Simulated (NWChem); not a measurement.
**A workflow on the pair CH4S2···SiH4O**

Aim: the energy (singlet CH8OS2Si, TPSS-D3(BJ)/6-31G*), then a single-point energy (singlet CH4S2, TPSS-D3(BJ)/6-31G*), then the energy (singlet SiH4O, TPSS-D3(BJ)/6-31G*), then a single-point energy (singlet CH4S2, TPSS-D3(BJ)/6-31G*), then the energy (singlet SiH4O, TPSS-D3(BJ)/6-31G*) of CH8OS2Si and its partners. 

The calculation is run with NWChem 7.3.0.

## 1. The molecule

The species is CH8OS2Si (13 atoms), meant as a singlet with charge 0. The two molecules were placed rigidly side by side, at 0.8 times their contact distance; the pair isn't optimised.

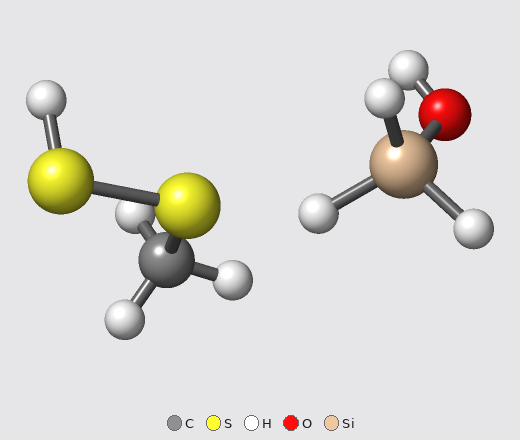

Viewed from a chosen angle; carbon grey, sulfur yellow, hydrogen white, oxygen red, silicon light orange.

## 2. A single-point energy at TPSS-D3(BJ)/6-31G(d) (spherical functions) (run 1)

mol.nw reads:

```
start mol
memory 2200 mb

geometry units atomic noautosym nocenter noautoz
  C   -1.44836169   1.02179381  -0.46853870
  S    0.75959431   0.61058941   2.09222918
  S    3.64747378  -1.32732473   0.44287621
  H   -2.22844064  -0.78591820  -1.07249516
  H   -0.55565507   1.98234160  -2.05515275
  H   -2.96921328   2.20325059   0.27658032
  H    2.79464038  -3.70478917   0.78453870
  O   -9.61422732   0.08566129   5.16212706
  Si  -6.77240049   1.29784501   4.77511115
  H   -9.87495284  -1.63408397   4.66384408
  H   -4.83267221  -0.11083244   6.24826605
  H   -6.93174219   3.93607275   5.69264877
  H   -5.99107432   1.27127546   2.07204690
end

basis spherical bse
  * library 6-31G*
end

dft
  xc xtpss03 ctpss03
  mult 1
  disp vdw 4
  grid fine
  convergence energy 1e-08
  iterations 100
  mulliken
  print low
end

task dft energy
```

Started as:

```bash
$ nwchem mol.nw > mol.out
```

Log:

```text
[...]
 d= 0,ls=0.0,diis     1  -1203.9753708732 -1.53D+03  1.48D-02  7.19D-01     3.3
[...]
 d= 0,ls=0.0,diis    10  -1204.0643773717 -9.63D-09  6.19D-07  3.29D-09    25.6
         Total DFT energy =    -1204.064377371691
      One electron energy =    -2313.420939843973
           Coulomb energy =      871.345004674907
    Exchange-Corr. energy =      -89.487621330965
 Nuclear repulsion energy =      327.512253426274
    Dispersion correction =       -0.013074297935
[...]
      Total Density - Mulliken Population Analysis
     ---------------------------------------------
    Atom       Charge   Shell Charges
 -----------   ------   -------------------------------------------------------
    1 C    6     6.61   2.00  0.67  2.09  0.72  1.10  0.03
    2 S   16    15.98   2.00  2.00  5.97  1.37  3.00  0.53  1.04  0.08
    3 S   16    16.13   2.00  2.00  5.97  1.37  3.04  0.55  1.14  0.07
    4 H    1     0.81   0.53  0.28
    5 H    1     0.79   0.53  0.27
    6 H    1     0.80   0.53  0.27
    7 H    1     0.88   0.51  0.37
    8 O    8     8.70   2.00  0.90  2.94  0.94  1.90  0.02
    9 Si  14    13.41   2.00  2.00  5.96  0.95  1.80  0.20  0.26  0.24
   10 H    1     0.58   0.48  0.10
[...]
```

It took 26 s on 1 thread of AMD EPYC 9R14 (Zen 4), shared host; peak memory 0.13 GiB.

## 3. CH4S2: the energy at TPSS-D3(BJ)/6-31G(d) (spherical functions) (run 2)

geom.nw reads:

```
start geom
memory stack 880 mb heap 220 mb global 1100 mb

geometry noautosym nocenter noautoz
   C       -0.766440       0.540710      -0.247940
   S        0.401960       0.323110       1.107160
   S        1.930160      -0.702390       0.234360
   H       -1.179240      -0.415890      -0.567540
   H       -0.294040       1.049010      -1.087540
   H       -1.571240       1.165910       0.146360
   H        1.478860      -1.960490       0.415160
end

basis spherical bse
   * library 6-31G*
end

dft
   xc xtpss03 ctpss03
   disp vdw 4
   grid fine
   convergence energy 1e-08
   maxiter 100
   mulliken
   noprint "final vectors analysis"
end

task dft energy
```

Started as:

```bash
$ nwchem geom.nw > geom.out
```

Log:

```text
[...]
          Wavefunction type:  closed shell.
          No. of atoms     :     7
          No. of electrons :    42
[...]
          Charge           :     0
          Spin multiplicity:     1
[...]
          AO basis - number of functions:    58
[...]
              XC Information
              --------------
                  TPSS metaGGA Exchange Functional  1.000
             TPSS03 metaGGA Correlation Functional  1.000
[...]
 d= 0,ls=0.0,diis     1   -836.8733342317 -9.87D+02  1.37D-02  2.88D-01     1.2
[...]
 d= 0,ls=0.0,diis    10   -836.9104970599 -1.65D-09  4.55D-07  6.34D-10     9.2
         Total DFT energy =     -836.910497059889
      One electron energy =    -1452.346131778758
           Coulomb energy =      523.691586255780
    Exchange-Corr. energy =      -58.394619809415
 Nuclear repulsion energy =      150.145623306126
    Dispersion correction =       -0.006955033622
[...]
      Total Density - Mulliken Population Analysis
     ---------------------------------------------
    Atom       Charge   Shell Charges
 -----------   ------   -------------------------------------------------------
    1 C    6     6.61   2.00  0.67  2.08  0.72  1.10  0.03
    2 S   16    15.97   2.00  2.00  5.97  1.37  3.00  0.53  1.04  0.08
    3 S   16    16.13   2.00  2.00  5.97  1.37  3.04  0.54  1.14  0.07
    4 H    1     0.80   0.53  0.27
    5 H    1     0.79   0.53  0.26
    6 H    1     0.80   0.53  0.27
    7 H    1     0.88   0.51  0.37
[...]
```

Wall time 9.9 s (1 thread of AMD EPYC 9R14 (Zen 4), shared host); peak memory 0.12 GiB.

## 4. SiH4O: a single-point energy at TPSS-D3(BJ)/6-31G(d) (spherical functions) (run 3)

h4osi.nw reads:

```
start h4osi
title "H4OSi TPSS"
memory 2200 mb

geometry noautosym nocenter noautoz
 O    -5.087630    0.045330    2.731680
 Si   -3.583800    0.686790    2.526880
 H    -5.225600   -0.864720    2.468000
 H    -2.557340   -0.058650    3.306440
 H    -3.668120    2.082880    3.012420
 H    -3.170340    0.672730    1.096480
end

basis spherical bse
 O library 6-31G*
 Si library 6-31G*
 H library 6-31G*
end

dft
 xc xtpss03 ctpss03
 disp vdw 4
 grid fine
 convergence energy 1e-08
 maxiter 100
 mulliken
 print low
end

task dft energy
```

Started as:

```bash
$ nwchem h4osi.nw > h4osi.out
```

Log:

```text
[...]
 d= 0,ls=0.0,diis     1   -367.1024049245 -4.32D+02  2.95D-02  4.27D-01     0.7
[...]
 d= 0,ls=0.0,diis     8   -367.1535896456  6.30D-10  2.52D-06  2.33D-08     3.7
         Total DFT energy =     -367.153589645585
      One electron energy =     -635.956485545438
           Coulomb energy =      235.138817481002
    Exchange-Corr. energy =      -31.087707239119
 Nuclear repulsion energy =       64.755043265123
    Dispersion correction =       -0.003257607152
[...]
      Total Density - Mulliken Population Analysis
     ---------------------------------------------
    Atom       Charge   Shell Charges
 -----------   ------   -------------------------------------------------------
    1 O    8     8.70   2.00  0.90  2.94  0.94  1.90  0.02
    2 Si  14    13.42   2.00  2.00  5.96  0.95  1.79  0.21  0.27  0.24
    3 H    1     0.58   0.48  0.10
    4 H    1     1.11   0.52  0.59
    5 H    1     1.09   0.52  0.57
    6 H    1     1.11   0.52  0.59
[...]
```

Run time: 4.5 s. Hardware: 1 thread of AMD EPYC 9R14 (Zen 4), shared host; peak memory 0.12 GiB.

## 5. CH4S2 among ghost functions: the energy at TPSS-D3(BJ)/6-31G(d) (spherical functions, with ghost functions) (run 4)

run.nw reads:

```
start run
memory total 2200 mb
charge 0

geometry units atomic noautosym nocenter noautoz
  C   -1.44836169   1.02179381  -0.46853870
  S    0.75959431   0.61058941   2.09222918
  S    3.64747378  -1.32732473   0.44287621
  H   -2.22844064  -0.78591820  -1.07249516
  H   -0.55565507   1.98234160  -2.05515275
  H   -2.96921328   2.20325059   0.27658032
  H    2.79464038  -3.70478917   0.78453870
  bqO     -9.614227     0.085661     5.162127
  bqSi    -6.772400     1.297845     4.775111
  bqH     -9.874953    -1.634084     4.663844
  bqH     -4.832672    -0.110832     6.248266
  bqH     -6.931742     3.936073     5.692649
  bqH     -5.991074     1.271275     2.072047
end

basis spherical bse
  C library 6-31G*
  S library 6-31G*
  H library 6-31G*
  bqO library O 6-31G*
  bqSi library Si 6-31G*
  bqH library H 6-31G*
end

dft
  xc xtpss03 ctpss03
  disp vdw 4
  grid fine
  convergence energy 1e-08
  maxiter 100
  mulliken
  print low
end

task dft energy
```

Started as:

```bash
$ nwchem run.nw > run.out
```

Log:

```text
[...]
 d= 0,ls=0.0,diis     1   -836.8735749030 -9.87D+02  8.13D-03  2.89D-01     3.0
[...]
 d= 0,ls=0.0,diis    10   -836.9107739283 -1.69D-09  2.72D-07  6.42D-10    25.0
         Total DFT energy =     -836.910773928335
      One electron energy =    -1452.332879678800
           Coulomb energy =      523.676761202563
    Exchange-Corr. energy =      -58.393312723052
 Nuclear repulsion energy =      150.145612304273
    Dispersion correction =       -0.006955033319
[...]
      Total Density - Mulliken Population Analysis
     ---------------------------------------------
    Atom       Charge   Shell Charges
 -----------   ------   -------------------------------------------------------
    1 C    6     6.62   2.00  0.67  2.08  0.73  1.10  0.03
    2 S   16    15.97   2.00  2.00  5.97  1.37  3.00  0.53  1.03  0.08
    3 S   16    16.13   2.00  2.00  5.97  1.37  3.04  0.55  1.14  0.07
    4 H    1     0.80   0.53  0.27
    5 H    1     0.79   0.53  0.26
    6 H    1     0.79   0.53  0.26
    7 H    1     0.88   0.51  0.37
    8 X    0    -0.00   0.00  0.00  0.00 -0.00 -0.00 -0.00
    9 X    0     0.01  -0.00 -0.00  0.00 -0.00 -0.00  0.00  0.00  0.00
   10 X    0    -0.00   0.00 -0.00
[...]
```

It took 26 s on 1 thread of AMD EPYC 9R14 (Zen 4), shared host; peak memory 0.13 GiB.

## 6. SiH4O among ghost functions: the energy at TPSS-D3(BJ)/6-31G(d) (spherical functions, with ghost functions) (run 5)

mymol.nw reads:

```
echo
start mymol
memory stack 880 mb heap 220 mb global 1100 mb
charge 0

geometry units bohr noautosym nocenter noautoz
O   -9.61422732   0.08566129   5.16212706
Si  -6.77240049   1.29784501   4.77511115
H   -9.87495284  -1.63408397   4.66384408
H   -4.83267221  -0.11083244   6.24826605
H   -6.93174219   3.93607275   5.69264877
H   -5.99107432   1.27127546   2.07204690
bqC     -1.448362     1.021794    -0.468539
bqS      0.759594     0.610589     2.092229
bqS      3.647474    -1.327325     0.442876
bqH     -2.228441    -0.785918    -1.072495
bqH     -0.555655     1.982342    -2.055153
bqH     -2.969213     2.203251     0.276580
bqH      2.794640    -3.704789     0.784539
end

basis "ao basis" spherical bse
O library 6-31G*
Si library 6-31G*
H library 6-31G*
bqC library C 6-31G*
bqS library S 6-31G*
bqH library H 6-31G*
end

dft
xc xtpss03 ctpss03
disp vdw 4
grid fine
convergence energy 1e-08
maxiter 100
mulliken
print low
end

task dft energy
```

Started as:

```bash
$ nwchem mymol.nw > mymol.out
```

Log:

```text
[...]
 d= 0,ls=0.0,diis     1   -367.1030413265 -4.32D+02  1.21D-02  4.26D-01     2.7
[...]
 d= 0,ls=0.0,diis     8   -367.1542056486  6.78D-10  1.04D-06  2.40D-08    18.1
         Total DFT energy =     -367.154205648614
      One electron energy =     -635.939468328027
           Coulomb energy =      235.119251703136
    Exchange-Corr. energy =      -31.085770102746
 Nuclear repulsion energy =       64.755038686106
    Dispersion correction =       -0.003257607082
[...]
      Total Density - Mulliken Population Analysis
     ---------------------------------------------
    Atom       Charge   Shell Charges
 -----------   ------   -------------------------------------------------------
    1 O    8     8.70   2.00  0.90  2.94  0.94  1.90  0.02
    2 Si  14    13.41   2.00  2.00  5.96  0.95  1.80  0.21  0.26  0.24
    3 H    1     0.58   0.48  0.10
    4 H    1     1.11   0.52  0.60
    5 H    1     1.09   0.52  0.57
    6 H    1     1.11   0.52  0.59
    7 X    0    -0.00   0.00  0.00 -0.00 -0.00 -0.00 -0.00
    8 X    0     0.00  -0.00 -0.00 -0.00 -0.00 -0.00  0.00  0.00  0.00
    9 X    0     0.00  -0.00 -0.00 -0.00 -0.00  0.00  0.00  0.00 -0.00
   10 X    0     0.00  -0.00  0.00
[...]
```

Run time: 19 s. Hardware: 1 thread of AMD EPYC 9R14 (Zen 4), shared host; peak memory 0.13 GiB.

## 7. Results

```
                                                                                                                  quantity           value
                                                                                   run 1, TPSS-D3(BJ)/6-31G*: total energy  -1204.06438 Eh
                                                                              run 1, TPSS-D3(BJ)/6-31G*: dispersion energy   -34.33 kJ/mol
                                                                                                       CH4S2: total energy   -836.91050 Eh
                                                                                                      CH4S2: dipole moment          2.03 D
                                                                                                  CH4S2: dispersion energy   -18.26 kJ/mol
                                                                                                       SiH4O: total energy   -367.15359 Eh
                                                                                                  SiH4O: dispersion energy    -8.55 kJ/mol
                                                                                 CH4S2 among ghost functions: total energy   -836.91077 Eh
                                                                            CH4S2 among ghost functions: dispersion energy   -18.26 kJ/mol
                                                                                 SiH4O among ghost functions: total energy   -367.15421 Eh
                                                                            SiH4O among ghost functions: dispersion energy    -8.55 kJ/mol
              interaction energy of the rigid parts CH4S2 and SiH4O (parts in their own basis; closest atoms 1.92 Å apart)       -0.008 eV
interaction energy of the rigid parts CH4S2 and SiH4O (parts in the whole basis, counterpoise; closest atoms 1.92 Å apart)        0.016 eV
```

In words: The interaction energy of the rigid parts CH4S2 and SiH4O (parts in their own basis; closest atoms 1.92 Å apart) is −0.01 eV (−0.2 kcal/mol). Without counterpoise this holds the superposition error of the basis. The interaction energy of the rigid parts CH4S2 and SiH4O (parts in the whole basis, counterpoise; closest atoms 1.92 Å apart) is 0.02 eV (1.6 kJ/mol). The basis-set superposition error is 2.3 kJ/mol. It is larger than the uncorrected attraction, which is thus an artefact of the basis. Mulliken charges (SiH4O) run from -0.70 on O1 to +0.58 on Si2.
